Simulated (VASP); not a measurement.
Band structure of MnO$_{2}$ (rutile). Method: SCAN meta-GGA, VASP's PBE PAW potentials (set 64) (plane waves; VASP).

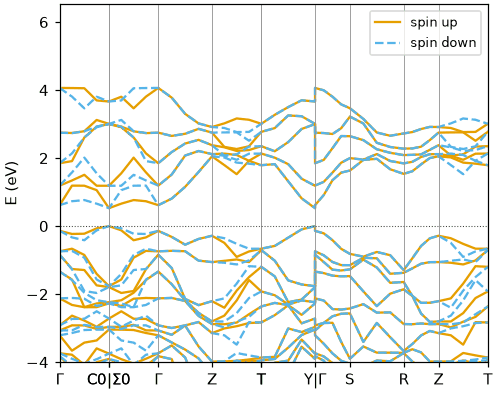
Figure. Bands along high-symmetry lines, zero at the valence-band maximum or, without a gap, the Fermi level

### Question
Read the plot: is there a gap, and where are the band edges?

### Answer
The gap is direct, 0.53 eV, from the valence maximum at Y to the conduction minimum at Y.

The compound is MnO2 in the rutile structure. It was relaxed first.
